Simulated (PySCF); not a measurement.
# C3H9BS: the cost of one run

Computed with PySCF 2.14.0, with density-fitted response routines of our own, on a single molecule in the gas phase. Atoms count from 0, in the outputs and in this text.

### Step 1. The starting structure

14 atoms, charge 0, multiplicity 1; geometry from: PBE0-D3(BJ)/def2-SVP.

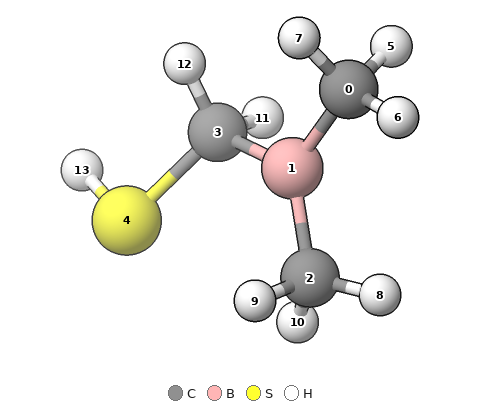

The starting geometry (carbon grey, boron pink, sulfur yellow, hydrogen white), atoms numbered.

### Step 2. TDDFT and polarisability: HF/def2-SVPD

What the job is given:

```
{"job": {"kind": "uv", "xc": "HF", "basis": "def2-SVPD", "ip": true}, "charge": 0, "multiplicity": 1}
C     -1.496617    -1.017682     0.110850
B     -0.322951     0.018868     0.269901
C     -0.582794     1.554811     0.425428
C      1.154641    -0.551137     0.234160
S      2.379827     0.537942     1.016462
H     -1.405385    -1.507745    -0.876461
H     -2.504708    -0.583943     0.177144
H     -1.409566    -1.835250     0.846774
H     -1.561349     1.886899     0.048141
H     -0.585481     1.745069     1.518379
H      0.220313     2.189101     0.019706
H      1.370993    -0.635306    -0.850358
H      1.212764    -1.571224     0.644892
H      3.482042    -0.187296     0.725979
```

Method: TDDFT HF/def2-SVPD, vertical, gas phase, core orbitals frozen in the response.

On the command line:

```
$ OMP_NUM_THREADS=1 python probes_run.py task.json out
```

The driver reads the jobs from task.json and runs them one after another.

**Question.** How long does this first job take on 1 thread of Arm Neoverse V1, shared host, and how much memory does it need?

About 9.5 s, with a peak of 0.74 GiB.
